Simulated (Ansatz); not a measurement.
Fields on a plane of PbI2 (CdI2 type)

```
PbI2
1.0
    4.55901     0.00000     0.00000
   -2.27951     3.94822     0.00000
    0.00000     0.00000     6.97266
Pb I
1 2
Cartesian
  0.00000   0.00000   0.00000
  0.00000   2.63215   1.88919
  2.27951   1.31607   5.08348
```

The slice is a (1 -1 0 0) plane (indices of the conventional cell) through the point (0.333, 0.667, 0.271) (fractional), spanned by u = [110] and v = [001] in vectors of this cell: u (4.56 Å) and v (6.97 Å, at 90° to u). It covers one period; positions are fractions (u, v).

Atoms on it: I at (0.00, 0.00).

All values below come from PBE-D3(BJ) (plane waves to 420 eV, PAW, scalar-relativistic; Ansatz, a first-principles code). k mesh 8×8×5. These are valence fields of a PAW run, semicore shells included where kept as valence: close to a nucleus they are smooth pseudo fields. PbI2 was relaxed with its symmetry unable to fall. Spin-orbit coupling is left out, though I and Pb are heavy.

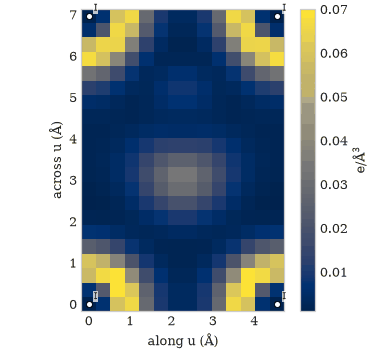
Figure: Density of the highest valence band (whole band, smooth part) in e/Å³, one period of the plane, atoms marked. 

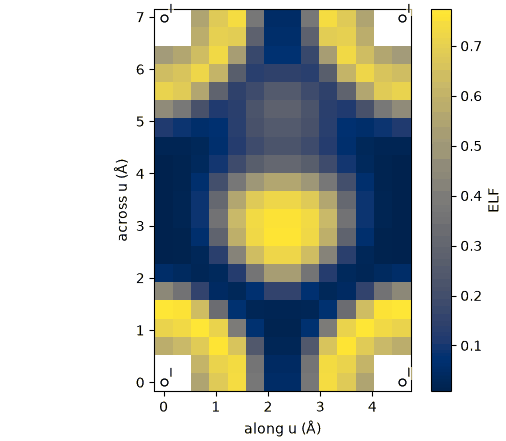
Fig. 1. Electron localisation function (ELF), one period of the plane, atoms marked. Points within 0.5 Å of a nucleus are left white, as the pseudised field means little there.
